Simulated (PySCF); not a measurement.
# [FeS2]+: structure of the doublet

Where does doublet [FeS2]+ go from a bent start, is the end point a minimum, and what are its modes, charges and moments?

Computed with PySCF 2.14.0. Level: PBE0, basis Fe def2-SVP, S def2-SVP, no relativity, density fitting.

### 1 The system as given

3 atoms, charge 1, spin multiplicity 2.

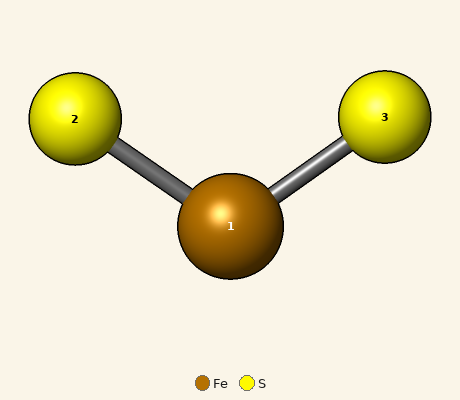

The starting geometry (iron orange, sulfur yellow); atoms are numbered from 1 in the order of the file.

```xyz
3
charge 1 multiplicity 2
Fe    0.0000    0.0000   -0.6087
S     1.6296    0.0000    0.5324
S    -1.6296    0.0000    0.5324
```

### 2 Relaxation: bent start, doublet

One driver script runs all steps and calls PySCF; scf.py shows how it sets up the SCF of each step. The optimiser is the driver's own. Before each start the driver seeks the lowest SCF state from one or more starting densities and follows internal instabilities, so scf.py alone need not reach the same state.

The program finds C2v symmetry in the start, which this walk keeps. Threshold on the gradient: 0.0003 Eh/bohr, with a further test on the energy change.

scf.py

```python
from pyscf import gto, scf, dft
mol = gto.M(atom='''
Fe     0.000000     0.000000    -0.608669
S      1.629600    -0.000000     0.532431
S     -1.629600     0.000000     0.532431''',
    basis={'Fe': 'def2-SVP', 'S': 'def2-SVP'},
    charge=1, spin=1)
mf = dft.UKS(mol, xc='PBE0')
mf.grids.atom_grid = (50, 194)
aux = {'Fe': 'def2-universal-JKFIT', 'S': 'def2-universal-JKFIT'}
mf = mf.density_fit(auxbasis=aux)
mf.kernel()
```

After this run come: Is it a minimum? Harmonic modes.

Q: Predict the outcome of this session. Wanted: minimum; geometry; wavenumbers; dipole moment; highest occupied, lowest empty level; polar-tensor charge of Fe1; zero-point energy; ⟨S²⟩.

As calculated:

| quantity | value |
| --- | --- |
| minimum | broken-symmetry (Ms = 1/2), C2v |
| geometry | Fe–S 2.134 Å (×2); S–Fe–S 113.1° |
| wavenumbers (cm⁻¹) | 95 (a1), 336 (a1), 348 (b2) |
| dipole moment (centre of mass) | 2.44 D |
| highest occupied, lowest empty level (either spin) | -13.10, -10.62 eV |
| polar-tensor charge of Fe1 | +0.54 e |
| zero-point energy | 4.7 kJ/mol |
| entropy at 298.15 K | 302.4 J/(mol K) |
| ⟨S²⟩ | 3.229 |

**Reading.** The molecule stays C2v, as typed, and the end point is a minimum. The determinant is spin-contaminated (⟨S²⟩ = 3.23 against 0.75), so it is no pure spin state. The strongest infrared band lies at 348 cm⁻¹ (b2, stretch). Other starts or spin states, not run here, may lie lower. One determinant may miss the lowest occupation of an open d or f shell.
